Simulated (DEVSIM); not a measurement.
System: TaN/SiO2/n-Si capacitor, at 300 K.

```csv
layer (left to right),material,thickness (nm),Nd (cm⁻³)
1,SiO2,6.30,-
2,Si,3400,2.9e16
```

Metal gate on the left, work function 4.4 eV. Fixed charge at the semiconductor interface 5.3e11 cm⁻² (in units of +e); no interface traps.

Constants are typed, rounded textbook-type inputs, not results; the design itself was drawn at random and stands for no fabricated device. Values at 300 K.

| parameter | SiO2 | Si |
|---|---|---|
| gap (eV) | 9 | 1.124 |
| affinity (eV) | 0.9 | 4.05 |
| permittivity | 3.9 | 11.7 |
| Nc (cm⁻³) | - | 2.86e19 |
| Nv (cm⁻³) | - | 3.1e19 |

DEVSIM, 1D Poisson equation in equilibrium, Boltzmann statistics, complete ionisation; no quantum confinement or tunnelling. Metal contacts follow the ideal Schottky-Mott rule: no Fermi-level pinning, no interface dipoles.

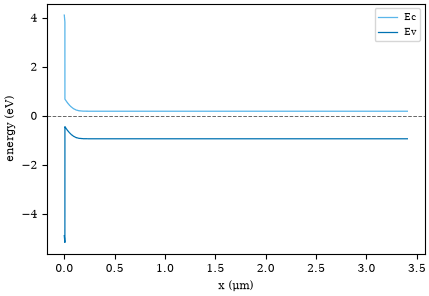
Band edges at -0.6 V on the gate

Energies count from the Fermi level of the right contact; mesh points crowd at the junctions.

```tsv
x (μm)	Ec (eV)	Ev (eV)	n (cm⁻³)	p (cm⁻³)	field (V/cm)
0.000	4.100	-4.900	< 1e2	< 1e2	-440000
0.001172	4.048	-4.952	< 1e2	< 1e2	-440000
0.003077	3.965	-5.035	< 1e2	< 1e2	-440000
0.005017	3.879	-5.121	< 1e2	< 1e2	-440000
0.006514	0.672	-0.452	1.5e8	7.8e11	-65000
0.008136	0.661	-0.463	2.2e8	5.2e11	-64000
0.01167	0.639	-0.485	5.3e8	2.2e11	-62000
0.02319	0.570	-0.554	7.7e9	1.5e10	-57000
0.04449	0.458	-0.666	5.8e11	2.0e8	-48000
0.09091	0.285	-0.839	4.7e14	250000	-27000
0.1921	0.181	-0.943	2.6e16	4500	-1200
0.5217	0.178	-0.946	2.9e16	4000	≈ 0
1.131	0.178	-0.946	2.9e16	4000	≈ 0
2.195	0.178	-0.946	2.9e16	4000	≈ 0
2.983	0.178	-0.946	2.9e16	4000	≈ 0
3.213	0.178	-0.946	2.9e16	4000	≈ 0
3.315	0.178	-0.946	2.9e16	4000	≈ 0
3.365	0.178	-0.946	2.9e16	4000	≈ 0
3.393	0.178	-0.946	2.9e16	4000	≈ 0
3.401	0.178	-0.946	2.9e16	4000	≈ 0
3.404	0.178	-0.946	2.9e16	4000	≈ 0
3.406	0.178	-0.946	2.9e16	4000	≈ 0
```
